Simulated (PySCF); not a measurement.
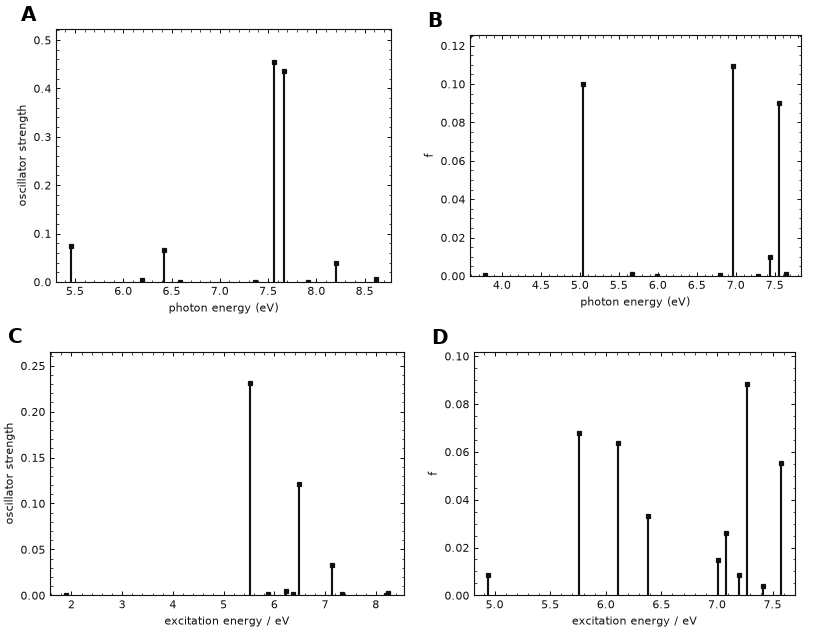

Vertical TDDFT excitations, CAM-B3LYP/def2-SVPD, PySCF, at a PBE0-D3(BJ)/def2-SVP geometry (no frequency check), gas phase. Each panel shows the lowest singlet states that were computed.

> Which panel belongs to which molecule?
1. C₅H₃F₂N (2,6-difluoropyridine), SMILES Fc1cccc(F)n1
2. C₃H₃BrO, SMILES C=C(Br)C=O
3. C₂H₂F₂Se, SMILES FC(F)C=[Se]
4. C₄H₁₁BSe, SMILES C[Se]CB(C)C

A: 1 (S1 at 5.46 eV, brightest at 7.56 eV)
B: 2 (S1 at 3.78 eV, brightest at 6.97 eV)
C: 3 (S1 at 1.89 eV, brightest at 5.53 eV)
D: 4 (S1 at 4.94 eV, brightest at 7.27 eV)

Limits of at least one run: core orbitals are frozen in the response; one conformer of a flexible molecule; spin-orbit coupling is left out, and with Br it can shift these levels and split any degenerate set; spin-orbit coupling is left out, and with Se it can shift these levels and split any degenerate set.
